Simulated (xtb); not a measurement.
# Geometry relaxation, with input and output: C₂H₇Si₂ (part 2 of 3)

The same run, continued: C₂H₇Si₂, multiplicity 2; GFN1-xTB (xtb 6.7.1). 

Geometry of the input (Å):
```
C  -1.0636  2.3314  -0.3329
C  -0.0216  1.6232  -0.6336
Si 0.9728  0.0965  -0.5877
Si 0.0526  -1.6575  0.6392
H  -1.9029  1.9735  0.2626
H  -1.1605  3.2029  -0.6181
H  2.2804  0.4769  -0.0317
H  1.1737  -0.3054  -1.9882
H  -1.0619  -2.2915  -0.0700
H  -0.4689  -1.1987  1.9291
H  1.0289  -2.7131  0.9279
```

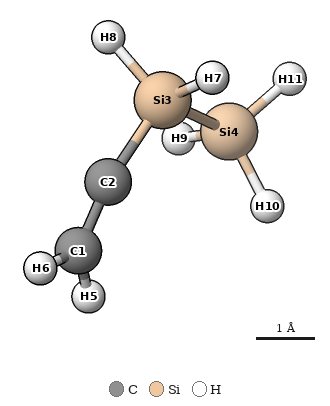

*The geometry at step 4 of the log (ball-and-stick view, seen at a tilt; atoms are numbered from 1 in the order of the input).*

The program's output, continued:
```
........................................................................
.............................. CYCLE    8 ..............................
........................................................................

 iter      E             dE          RMSdq      gap      omega  full diag
   1    -11.7592606 -0.117593E+02  0.724E-03    2.17       0.0  T
   2    -11.7592591  0.151526E-05  0.963E-03    2.16       3.1  T
   3    -11.7592612 -0.204168E-05  0.385E-03    2.16       7.8  T
   4    -11.7592613 -0.100730E-06  0.227E-03    2.17      13.3  T
   5    -11.7592613 -0.494198E-07  0.383E-04    2.16      78.8  T
   6    -11.7592613 -0.994799E-09  0.215E-04    2.16     140.4  T
   7    -11.7592613 -0.748518E-09  0.474E-05    2.16     635.5  T
   8    -11.7592613 -0.376481E-10  0.314E-06    2.16    9587.6  T
     SCC iter.                  ...        0 min,  0.002 sec
     gradient                   ...        0 min,  0.006 sec
 * total energy  :   -11.5985098 Eh     change       -0.3435639E-04 Eh
   gradient norm :     0.0024759 Eh/α   predicted    -0.2452133E-04 ( -28.63%)
   displ. norm   :     0.1018542 α      lambda       -0.4368751E-04
   maximum displ.:     0.0668534 α      in ANC's #4, #2, #3, ...

   *** GEOMETRY OPTIMIZATION CONVERGED AFTER 8 ITERATIONS ***

------------------------------------------------------------------------
 total energy gain   :        -0.0267462 Eh      -16.7835 kcal/mol
 total RMSD          :         0.2198166 a0        0.1163 Å
 total power (kW/mol):        -8.7777642 (step) -764.5010 (real)
------------------------------------------------------------------------

 ANCopt (total)                0 d,  0 h,  0 min,  0.092 sec
 optimizer setup                ...        0 min,  0.000 sec (  0.103%)
 model hessian                  ...        0 min,  0.001 sec (  0.597%)
 ANC generation                 ...        0 min,  0.000 sec (  0.208%)
 coordinate transformation      ...        0 min,  0.000 sec (  0.073%)
 single point calculation       ...        0 min,  0.089 sec ( 97.404%)
 optimization log               ...        0 min,  0.000 sec (  0.515%)
 hessian update                 ...        0 min,  0.000 sec (  0.061%)
 rational function              ...        0 min,  0.001 sec (  0.659%)

================
 final structure:
================
 xtb: 6.7.1

 11 10  0     0  0            999 V2000
   -1.0980    2.3023   -0.3323 C   0  0  0  0  0  3  0  0  0  0  0  0
   -0.1203    1.4592   -0.5305 C   0  0  0  0  0  2  0  0  0  0  0  0
    1.0261    0.0735   -0.5922 Si  0  0  0  0  0  4  0  0  0  0  0  0
    0.1062   -1.6781    0.6419 Si  0  0  0  0  0  4  0  0  0  0  0  0
   -1.9962    2.0751    0.2445 H   0  0  0  0  0  0  0  0  0  0  0  0
   -1.1022    3.3182   -0.7218 H   0  0  0  0  0  0  0  0  0  0  0  0
    2.3104    0.5580   -0.0957 H   0  0  0  0  0  0  0  0  0  0  0  0
    1.2236   -0.2447   -2.0032 H   0  0  0  0  0  0  0  0  0  0  0  0
   -1.0599   -2.2634   -0.0232 H   0  0  0  0  0  0  0  0  0  0  0  0
   -0.4096   -1.2346    1.9388 H   0  0  0  0  0  0  0  0  0  0  0  0
    0.9488   -2.8274    0.9705 H   0  0  0  0  0  0  0  0  0  0  0  0
  2  1  1  0  0  0  0
  3  2  1  0  0  0  0
  4  3  1  0  0  0  0
  5  1  1  0  0  0  0
  6  1  1  0  0  0  0
  7  3  1  0  0  0  0
  8  3  1  0  0  0  0
  9  4  1  0  0  0  0
 10  4  1  0  0  0  0
 11  4  1  0  0  0  0
M  END
$$$$

 Bond Distances (Angstroems)
 ---------------------------
C1-C2=1.3061         C1-H5=1.0913         C1-H6=1.0880         C2-C1=1.3061         C2-Si3=1.7995        Si3-C2=1.7995
Si3-Si4=2.3318       Si3-H7=1.4597        Si3-H8=1.4598        Si4-Si3=2.3318       Si4-H9=1.4644        Si4-H10=1.4645
Si4-H11=1.4625       H5-C1=1.0913         H6-C1=1.0880         H7-Si3=1.4597        H8-Si3=1.4598        H9-Si4=1.4644
H10-Si4=1.4645       H11-Si4=1.4625
 C  H  Rav=1.0897 sigma=0.0017  Rmin=1.0880  Rmax=1.0913     2
 C  C  Rav=1.3061 sigma=0.0000  Rmin=1.3061  Rmax=1.3061     1
 Si H  Rav=1.4622 sigma=0.0021  Rmin=1.4597  Rmax=1.4645     5
 Si C  Rav=1.7995 sigma=0.0000  Rmin=1.7995  Rmax=1.7995     1
 Si Si Rav=2.3318 sigma=0.0000  Rmin=2.3318  Rmax=2.3318     1

 selected bond angles (degree)
 --------------------
H5-C1-C2=124.18                H6-C1-C2=123.45                H6-C1-H5=112.36                Si3-C2-C1=168.28
Si4-Si3-C2=107.99              H7-Si3-C2=107.05               H7-Si3-Si4=114.61              H8-Si3-C2=106.69
H8-Si3-Si4=113.65              H8-Si3-H7=106.39               H9-Si4-Si3=111.96              H10-Si4-Si3=112.34
H10-Si4-H9=104.05              H11-Si4-Si3=118.81             H11-Si4-H9=104.28              H11-Si4-H10=104.00

 selected dihedral angles (degree)
 ---------------------------------
Si3-C2-C1-H5=358.13           Si3-C2-C1-H6=177.69           Si4-Si3-C2-C1=  0.99          H7-Si3-C2-C1=237.10
H8-Si3-C2-C1=123.52           H9-Si4-Si3-C2= 70.15          H9-Si4-Si3-H7=189.36          H9-Si4-Si3-H8=312.00
H10-Si4-Si3-C2=313.49         H10-Si4-Si3-H7= 72.69         H10-Si4-Si3-H8=195.33         H11-Si4-Si3-C2=191.85
H11-Si4-Si3-H7=311.05         H11-Si4-Si3-H8= 73.69
           -------------------------------------------------
          |                Final Singlepoint                |
           -------------------------------------------------

          ...................................................
          :                      SETUP                      :
          :.................................................:
          :  # basis functions                  42          :
          :  # atomic orbitals                  40          :
          :  # shells                           24          :
          :  # electrons                        23          :
          :  # halogen bonds                     0          :
          :  max. iterations                   250          :
          :  Hamiltonian                  GFN1-xTB          :
          :  restarted?                      false          :
          :  GBSA solvation                  false          :
          :  PC potential                    false          :
          :  electronic temp.          300.0000000     K    :
          :  accuracy                    1.0000000          :
          :  -> integral cutoff          0.2500000E+02      :
          :  -> integral neglect         0.1000000E-07      :
          :  -> SCF convergence          0.1000000E-05 Eh   :
          :  -> wf. convergence          0.2000000E-04 e    :
          :  Broyden damping             1.0000000          :
          :  net charge                          0          :
          :  unpaired electrons                  1          :
          ...................................................

 iter      E             dE          RMSdq      gap      omega  full diag
   1    -11.7592613 -0.117593E+02  0.236E-07    2.16       0.0  T
   2    -11.7592613  0.195399E-13  0.347E-07    2.16   86773.7  T
   3    -11.7592613 -0.177636E-13  0.126E-07    2.16  100000.0  T

   *** convergence criteria satisfied after 3 iterations ***

         #    Occupation            Energy/Eh            Energy/eV
      -------------------------------------------------------------
         1        2.0000           -0.6562047             -17.8562
       ...           ...                  ...                  ...
         6        2.0000           -0.4825096             -13.1298
         7        2.0000           -0.4818886             -13.1129
         8        2.0000           -0.4768689             -12.9763
         9        2.0000           -0.4762667             -12.9599
        10        2.0000           -0.4569684             -12.4347
        11        2.0000           -0.4285907             -11.6625
        12        1.0000           -0.3656438              -9.9497 (HOMO)
        13                         -0.2861023              -7.7852 (LUMO)
        14                         -0.2500565              -6.8044
        15                         -0.2451164              -6.6700
        16                         -0.1928839              -5.2486
        17                         -0.1822225              -4.9585
       ...                                ...                  ...
        40                          1.6478915              44.8414
      -------------------------------------------------------------
                  HL-Gap            0.0795415 Eh            2.1644 eV
             Fermi-level           -0.3614951 Eh           -9.8368 eV

 SCC (total)                   0 d,  0 h,  0 min,  0.010 sec
 SCC setup                      ...        0 min,  0.000 sec (  0.656%)
 Dispersion                     ...        0 min,  0.000 sec (  0.300%)
 classical contributions        ...        0 min,  0.000 sec (  0.128%)
 integral evaluation            ...        0 min,  0.003 sec ( 31.096%)
 iterations                     ...        0 min,  0.001 sec (  8.596%)
 molecular gradient             ...        0 min,  0.006 sec ( 57.559%)
 printout                       ...        0 min,  0.000 sec (  1.459%)

         :::::::::::::::::::::::::::::::::::::::::::::::::::::
         ::                     SUMMARY                     ::
         :::::::::::::::::::::::::::::::::::::::::::::::::::::
         :: total energy             -11.598509834035 Eh    ::
         :: gradient norm              0.002534295523 Eh/a0 ::
         :: HOMO-LUMO gap              2.164433330765 eV    ::
         ::.................................................::
         :: SCC energy               -11.759261319704 Eh    ::
         :: -> electrostatic           0.007175725192 Eh    ::
         :: repulsion energy           0.164535384834 Eh    ::
         :: dispersion energy         -0.003783899165 Eh    ::
         :: halogen bond corr.         0.000000000000 Eh    ::
         :: add. restraining           0.000000000000 Eh    ::
         :: total charge               0.000000000000 e     ::
         :::::::::::::::::::::::::::::::::::::::::::::::::::::

           -------------------------------------------------
          |                Property Printout                |
           -------------------------------------------------

    * Orbital Energies and Occupations

         #    Occupation            Energy/Eh            Energy/eV
      -------------------------------------------------------------
         1        2.0000           -0.6562047             -17.8562
         2        2.0000           -0.6463213             -17.5873
         3        2.0000           -0.6148411             -16.7307
         4        2.0000           -0.5712227             -15.5438
         5        2.0000           -0.5503276             -14.9752
         6        2.0000           -0.4825096             -13.1298
         7        2.0000           -0.4818886             -13.1129
         8        2.0000           -0.4768689             -12.9763
         9        2.0000           -0.4762667             -12.9599
        10        2.0000           -0.4569684             -12.4347
        11        2.0000           -0.4285907             -11.6625
        12        1.0000           -0.3656438              -9.9497 (HOMO)
        13                         -0.2861023              -7.7852 (LUMO)
        14                         -0.2500565              -6.8044
        15                         -0.2451164              -6.6700
        16                         -0.1928839              -5.2486
        17                         -0.1822225              -4.9585
        18                         -0.1588000              -4.3212
        19                         -0.1313605              -3.5745
        20                         -0.1077005              -2.9307
        21                         -0.0788587              -2.1459
        22                         -0.0721596              -1.9636
        23                         -0.0683050              -1.8587
       ...                                ...                  ...
        40                          1.6478915              44.8414
      -------------------------------------------------------------
                  HL-Gap            0.0795415 Eh            2.1644 eV
             Fermi-level           -0.3614951 Eh           -9.8368 eV

  Mulliken/CM5 charges         n(s)   n(p)   n(d)
     1C    -0.02019 -0.11410   1.052  2.968  0.000
     2C    -0.09800 -0.06388   1.195  2.903  0.000
     3Si    0.13753 -0.08035   1.280  1.985  0.598
     4Si    0.18575 -0.06895   1.339  2.043  0.433
     5H     0.05356  0.10529   0.946  0.000  0.000
     6H     0.05406  0.10611   0.946  0.000  0.000
     7H    -0.05725  0.02960   1.057  0.000  0.000
     8H    -0.05759  0.02930   1.058  0.000  0.000
     9H    -0.06646  0.01847   1.066  0.000  0.000
    10H    -0.06842  0.01652   1.068  0.000  0.000
    11H    -0.06299  0.02200   1.063  0.000  0.000

Wiberg/Mayer (AO) data.
largest (>0.10) Wiberg bond orders for each atom

 ---------------------------------------------------------------------------
     #   Z sym  total        # sym  WBO       # sym  WBO       # sym  WBO
 ---------------------------------------------------------------------------
     1   6 C    3.996 --     2 C    1.991     6 H    0.934     5 H    0.931
                             3 Si   0.117
     2   6 C    3.580 --     1 C    1.991     3 Si   1.314     4 Si   0.140
     3  14 Si   4.349 --     2 C    1.314     4 Si   0.962     7 H    0.898
                             8 H    0.898     1 C    0.117
     4  14 Si   3.949 --     3 Si   0.962    10 H    0.916     9 H    0.914
                            11 H    0.913     2 C    0.140
     5   1 H    1.001 --     1 C    0.931
     6   1 H    0.997 --     1 C    0.934
     7   1 H    0.991 --     3 Si   0.898
     8   1 H    0.991 --     3 Si   0.898
     9   1 H    0.989 --     4 Si   0.914
    10   1 H    0.988 --     4 Si   0.916
    11   1 H    0.987 --     4 Si   0.913
 ---------------------------------------------------------------------------

Topologies differ in bond orders
Writing corrected topology to xtbtopo.sdf

 dipole moment from electron density (au)
     X       Y       Z
  -0.2136   0.3067   0.0236  total (Debye):    0.952

           -------------------------------------------------
          |                Geometry Summary                 |
           -------------------------------------------------

      molecular mass/u    :       87.2480545
   center of mass at/Å    :        0.1958026      -0.0058548      -0.0992238
  moments of inertia/u·Å² :        0.6443081E+02   0.2302412E+03   0.2837870E+03
rotational constants/cm⁻¹ :        0.2616393E+00   0.7321726E-01   0.5940241E-01

 * 10 selected distances

     #   Z          #   Z                                           value/Å
     1   6 C        2   6 C                                       1.3061340
     2   6 C        3  14 Si                                      1.7995168
     3  14 Si       4  14 Si                                      2.3318180 (max)
     1   6 C        5   1 H                                       1.0913386
     1   6 C        6   1 H                                       1.0879992 (min)
     3  14 Si       7   1 H                                       1.4597303
     3  14 Si       8   1 H                                       1.4598296
     4  14 Si       9   1 H                                       1.4644348
     4  14 Si      10   1 H                                       1.4644701
     4  14 Si      11   1 H                                       1.4624996

 * 5 distinct bonds (by element types)

   Z      Z             #   av. dist./Å        max./Å        min./Å
   1 H    6 C           2     1.0896689     1.0913386     1.0879992
   6 C    6 C           1     1.3061340     1.3061340     1.3061340
   1 H   14 Si          5     1.4621929     1.4644701     1.4597303
   6 C   14 Si          1     1.7995168     1.7995168     1.7995168
  14 Si  14 Si          1     2.3318180     2.3318180     2.3318180

optimized geometry written to: xtbopt.sdf

           -------------------------------------------------
          | TOTAL ENERGY              -11.598509834035 Eh   |
          | GRADIENT NORM               0.002534295523 Eh/α |
          | HOMO-LUMO GAP               2.164433330765 eV   |
           -------------------------------------------------

------------------------------------------------------------------------
------------------------------------------------------------------------
 total:
 *  cpu-time:     0 d,  0 h,  0 min,  0.125 sec
 * ratio c/w:     1.000 speedup
 SCF:
 *  cpu-time:     0 d,  0 h,  0 min,  0.014 sec
 * ratio c/w:     0.999 speedup
 ANC optimizer:
 *  cpu-time:     0 d,  0 h,  0 min,  0.102 sec
 * ratio c/w:     1.000 speedup
```

Standard error:
```
normal termination of xtb
```

Trajectory as extended XYZ (Å, eV, eV/Å), 8 frames, from step=0 to step=7:
```
11
Properties=species:S:1:pos:R:3 step=0 energy=-314.88373
C    -1.0636    2.3314   -0.3329
C    -0.0216    1.6232   -0.6336
Si    0.9728    0.0965   -0.5877
Si    0.0526   -1.6575    0.6392
H    -1.9029    1.9735    0.2626
H    -1.1605    3.2029   -0.6181
H     2.2804    0.4769   -0.0317
H     1.1737   -0.3054   -1.9882
H    -1.0619   -2.2915   -0.0700
H    -0.4689   -1.1987    1.9291
H     1.0289   -2.7131    0.9279
11
Properties=species:S:1:pos:R:3 step=1 energy=-315.54467
C    -1.0685    2.3072   -0.3212
C    -0.0221    1.5841   -0.6207
Si    0.9898    0.0839   -0.5925
Si    0.0565   -1.6459    0.6328
H    -1.9103    1.9526    0.2749
H    -1.1732    3.3023   -0.6485
H     2.2896    0.4838   -0.0502
H     1.1918   -0.2938   -1.9922
H    -1.0610   -2.2989   -0.0520
H    -0.4730   -1.2200    1.9298
H     1.0095   -2.7171    0.9363
11
Properties=species:S:1:pos:R:3 step=2 energy=-315.58194
C    -1.0780    2.3093   -0.3194
C    -0.0393    1.5689   -0.6134
Si    1.0050    0.0949   -0.6060
Si    0.0631   -1.6588    0.6374
H    -1.9245    1.9686    0.2769
H    -1.1728    3.3259   -0.6536
H     2.3094    0.5053   -0.0894
H     1.2297   -0.2687   -2.0035
H    -1.0662   -2.3081   -0.0289
H    -0.4767   -1.2441    1.9327
H     0.9792   -2.7551    0.9639
11
Properties=species:S:1:pos:R:3 step=3 energy=-315.59645
C    -1.0858    2.3042   -0.3162
C    -0.0628    1.5311   -0.5880
Si    1.0086    0.0802   -0.6011
Si    0.0807   -1.6591    0.6304
H    -1.9467    1.9940    0.2762
H    -1.1570    3.3384   -0.6651
H     2.3117    0.5193   -0.1061
H     1.2403   -0.2589   -2.0029
H    -1.0604   -2.2960   -0.0278
H    -0.4627   -1.2370    1.9217
H     0.9632   -2.7780    0.9754
11
Properties=species:S:1:pos:R:3 step=4 energy=-315.60213
C    -1.0893    2.2998   -0.3157
C    -0.0772    1.5090   -0.5704
Si    1.0201    0.0775   -0.6045
Si    0.0844   -1.6688    0.6360
H    -1.9602    2.0098    0.2732
H    -1.1462    3.3377   -0.6757
H     2.3140    0.5302   -0.1001
H     1.2326   -0.2573   -2.0096
H    -1.0592   -2.2853   -0.0366
H    -0.4513   -1.2243    1.9231
H     0.9615   -2.7900    0.9767
11
Properties=species:S:1:pos:R:3 step=5 energy=-315.60637
C    -1.0916    2.2975   -0.3177
C    -0.0905    1.4917   -0.5567
Si    1.0262    0.0765   -0.6034
Si    0.0922   -1.6693    0.6358
H    -1.9710    2.0261    0.2681
H    -1.1353    3.3306   -0.6874
H     2.3158    0.5401   -0.0983
H     1.2275   -0.2523   -2.0117
H    -1.0574   -2.2775   -0.0358
H    -0.4405   -1.2234    1.9245
H     0.9537   -2.8016    0.9793
11
Properties=species:S:1:pos:R:3 step=6 energy=-315.61060
C    -1.0958    2.2981   -0.3253
C    -0.1122    1.4649   -0.5349
Si    1.0271    0.0719   -0.5960
Si    0.1024   -1.6762    0.6405
H    -1.9898    2.0595    0.2546
H    -1.1129    3.3187   -0.7101
H     2.3138    0.5540   -0.1008
H     1.2257   -0.2429   -2.0084
H    -1.0581   -2.2643   -0.0320
H    -0.4204   -1.2252    1.9323
H     0.9490   -2.8201    0.9765
11
Properties=species:S:1:pos:R:3 step=7 energy=-315.61153
C    -1.0980    2.3023   -0.3323
C    -0.1203    1.4592   -0.5305
Si    1.0261    0.0735   -0.5922
Si    0.1062   -1.6781    0.6419
H    -1.9962    2.0751    0.2445
H    -1.1022    3.3182   -0.7218
H     2.3104    0.5580   -0.0957
H     1.2236   -0.2447   -2.0032
H    -1.0599   -2.2634   -0.0232
H    -0.4097   -1.2346    1.9387
H     0.9488   -2.8274    0.9705
```
